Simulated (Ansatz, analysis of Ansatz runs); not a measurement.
# A hop of Be in MgB2C2 (Pnnm), charge +2, part 2 of 5

Wanted: path and barrier of a jump of Be in MgB2C2 (Pnnm) at charge +2. The case: Be_i hop between interstitial places, in a cell of 60 host atoms with 1 Be put in.

Ansatz 0.2.0; plane-wave PAW DFT, PBEsol; nudged elastic band between two relaxed defect structures at fixed charge in a uniform background.

So far: Starting point; Relaxation of the start point, charge +2.

### 3. Relaxation of the end point, charge +2

Level of this step: plane-wave PAW DFT, PBEsol; relaxation of all atoms of a defect supercell at fixed charge in a uniform background (Ansatz).

The end point is relaxed in the same cell and settings, so that the two energies compare. Atoms more than 3.2 Å from the middle of the hop start where the first relaxation left them, the nearer ones on or close to their ideal places, with small random displacements.

The input, qp2.end/input.yaml:

```yaml
crystal:
  lattice:
    - [4.61704896, 7.1710112, 0.0]
    - [-4.61704896, 7.1710112, 0.0]
    - [0.0, 0.0, 8.29768847]
  atoms:
    - { symbol: Mg, position: [-0.00244369, 0.49466665, 0.1668173] }
    - { symbol: Mg, position: [0.50041448, 0.00273825, 0.16717871] }
[... 3 atom lines left out ...]
    - { symbol: B, position: [0.80686491, 0.92274145, 0.16666667] }
[... 6 atom lines left out ...]
    - { symbol: C, position: [0.00257364, 0.21824658, 0.16666667] }
[... 1 atom line left out ...]
    - { symbol: C, position: [0.49742636, 0.28175342, 0.16666667] }
[... 7 atom lines left out ...]
    - { symbol: Mg, position: [0.0, 0.0, 0.33333333] }
[... 2 atom lines left out ...]
    - { symbol: B, position: [0.80686491, 0.92274145, 0.5] }
[... 3 atom lines left out ...]
    - { symbol: B, position: [0.92274145, 0.30686491, 0.33333333] }
[... 1 atom line left out ...]
    - { symbol: B, position: [0.57725855, 0.19313509, 0.33333333] }
    - { symbol: C, position: [0.00257364, 0.21824658, 0.5] }
[... 1 atom line left out ...]
    - { symbol: C, position: [0.49742636, 0.28175342, 0.5] }
[... 2 atom lines left out ...]
    - { symbol: C, position: [0.71824658, 0.00257364, 0.33333333] }
[... 1 atom line left out ...]
    - { symbol: C, position: [0.78175342, 0.49742636, 0.33333333] }
[... 20 atom lines left out ...]
    - { symbol: Be, position: [0.7698, 0.1846, 0.4989] }
total_charge: 2
basis:
  ecutwfc: 420
  xc_grid: 2
hamiltonian:
  xc: pbesol
kpoints:
  mp_grid: { grid: [1, 1, 1], shift: [0.25, 0.25, 0.25] }
scf:
  occupations: { method: fixed }
  max_iter: 120
output:
  forces: true
relax:
  f_tol: 0.02
  max_steps: 70
  random_displacement: { amplitude: 0.01, seed: 7669 }
```

Started as:

```bash
ansatz run input.yaml --threads 4 --pin off --max-ram 7536MiB --backend cpu --events-out ev --progress --plain --runs-dir out
```

Numbers of over 12 decimals in the logs are rounded to 6 here.

The log of the run:

```text
[...]
Crystal: 61 atoms, lattice volume = 549.455 Å³
Basis set: ecut = 420 eV, 10723 PW (Γ), exchange–correlation on 120×120×120 points (8 copies of the dense FFT grid, shifted against one another)
Bands: 205, of which v1, the nominal top of the filled ones, is band 144 counted from 1 (143 counted from 0)
Symmetry: 1 space group operations
k-points: 1
[...]
SCF iter   1: F=—  HF=-32643.669735 eV  |F-HF|=—  |Δ(HF+E_count)|=         —  Δρ=1.43e-2  dr2=1.39e0  ethr=1.77e-3  ⟨swp⟩=5.0  Hψ=681  notcnv=0  defer=56
[...]
SCF iter   7: F=-32643.130159 eV  HF=-32643.130159 eV  |F-HF|=8.46e-8  |Δ(HF+E_count)|=   1.44e-6  Δρ=1.54e-5  dr2=1.82e-6  ethr=3.47e-9  ⟨swp⟩=4.0  Hψ=533  notcnv=0
SCF 1 converged in 7 iterations: F = -32643.130159 eV  dr2 = 1.82e-6
[...]
--- Relaxed structure (10 steps of the walk, 9 accepted, 0 SCFs on fresh bases) ---
  F+E_penalty+E_count = -32645.06174483 eV   max|allowed force component| = 2.182e-3 eV/Å
  atoms:
    - { symbol: Mg, position: [0.000395, 0.492683, 0.166043] }
    - { symbol: Mg, position: [0.501688, 0.003523, 0.164930] }
    [... 3 atoms left out ...]
    - { symbol: B, position: [0.815468, 0.922544, 0.166014] }
    [... 6 atoms left out ...]
    - { symbol: C, position: [-0.004119, 0.216093, 0.166443] }
    [... 1 atom left out ...]
    - { symbol: C, position: [0.502603, 0.282947, 0.165283] }
    [... 7 atoms left out ...]
    - { symbol: Mg, position: [0.030479, -0.025736, 0.328144] }
    [... 6 atoms left out ...]
    - { symbol: B, position: [0.910235, 0.302974, 0.329977] }
    [... 1 atom left out ...]
    - { symbol: B, position: [0.580894, 0.196757, 0.328862] }
    - { symbol: C, position: [-0.025290, 0.203801, 0.500483] }
    [... 1 atom left out ...]
    - { symbol: C, position: [0.513109, 0.287137, 0.499959] }
    [... 2 atoms left out ...]
    - { symbol: C, position: [0.729749, 0.008807, 0.335890] }
    [... 22 atoms left out ...]
    - { symbol: Be, position: [0.760998, 0.175025, 0.498382] }
[key lines of the parts left out:]
SCF converged after 5 iterations
Free energy (F): -32645.061745 eV
Fermi energy:    7.976441 eV
```

It took 66 s on 4 threads of Arm Neoverse N1, shared host; peak memory 0.86 GiB; 4.1 min of CPU time.

The steps of the relaxation:

| step | energy less that of the first step (eV) | largest force component (eV/Å) |
| --- | --- | --- |
| 1 | 0.0000 | 2.6245 |
| 2 | -1.4325 | 1.2748 |
| 3 | -1.8385 | 0.9235 |
| 4 | -1.8492 | 1.1687 |
| 5 | -1.9274 | 0.1469 |
| 6 | -1.9308 | 0.0345 |
| 7 | -1.9311 | 0.0300 |
| 8 | -1.9313 | 0.0312 |
| 9 | -1.9305 | 0.0644 |
| 10 | -1.9316 | 0.0022 |

Relaxation step 9 was tried and not accepted.

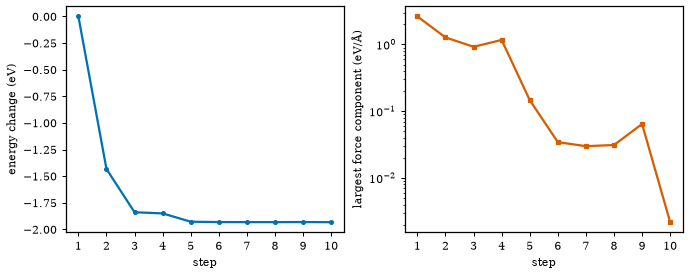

Energy and largest force along the relaxation.

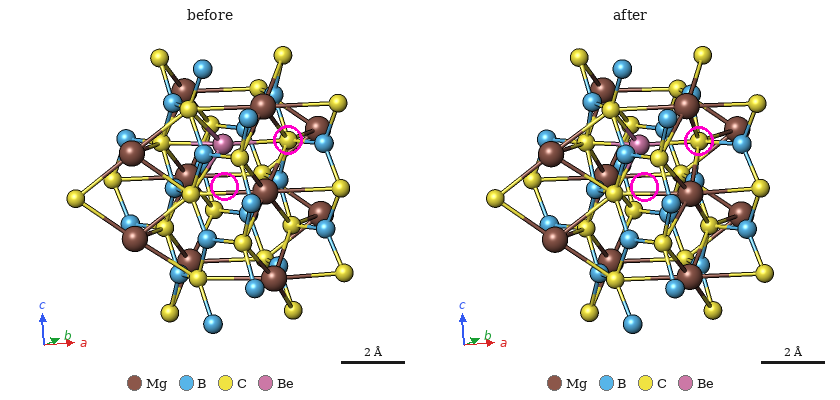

Before and after: the atoms that start within 5 Å of the centre. C33, which moves most, is ringed if it is among them. A ring with no atom in it marks the middle of the ideal hop.

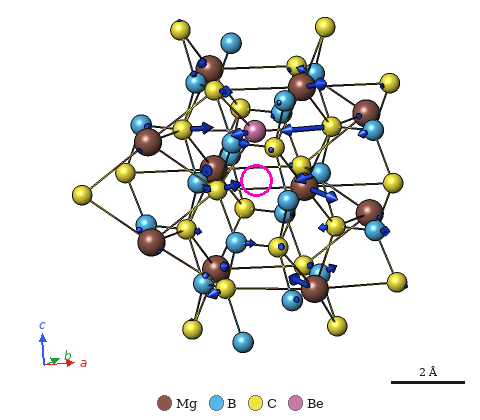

Displacements in the relaxation from the typed sites near the centre, exaggerated; the longest in the cell stands for 0.31 Å. A ring marks the middle of the ideal hop wherever no atom is near it.

The atoms that moved most (Å, from the sites as typed, ahead of the random displacement):

| atom | dx | dy | dz | length |
| --- | --- | --- | --- | --- |
| C33 | -0.061 | -0.303 | 0.003 | 0.309 |
| Mg23 | 0.260 | 0.034 | -0.044 | 0.266 |
| Mg3 | -0.225 | -0.008 | 0.040 | 0.229 |
| Mg43 | 0.210 | 0.011 | 0.040 | 0.214 |
| C35 | 0.048 | 0.151 | -0.001 | 0.159 |
| Be61 | 0.004 | -0.132 | -0.005 | 0.132 |
| C38 | 0.025 | 0.127 | 0.020 | 0.131 |
| B30 | -0.039 | -0.117 | -0.029 | 0.127 |

Neighbours of Be61 at the end:

| atom | distance (Å) |
| --- | --- |
| C35 | 1.926 |
| C33 | 1.937 |
| B32 | 2.034 |
| B26 | 2.049 |
| B52 | 2.050 |
| C38 | 2.052 |
| C58 | 2.074 |
| B30 | 2.432 |
| B50 | 2.453 |

This step gave:

```
free energy                                                                                       : -32645.0617 eV
r.m.s. move of the farther half of the atoms                                                      : 0.06813 Å
largest move from the ideal geometry of this structure, a common shift of the far atoms taken out : 0.3186 Å
```

The relaxation gained 1.932 eV and ended with a largest force component of 0.0022 eV/Å. The end lies within 1 meV of the start.

(Continued in part 3 of 5.)

[Logs are printed without paths, hosts, clocks, repeated set-up lines and the standing remarks that a program may print on its own settings, such as how far it seeks lower states.]

[Hosts, paths, dates, database ids (printed as entryN), source tags and the programs' standing remarks are cut or masked in the printed files.]
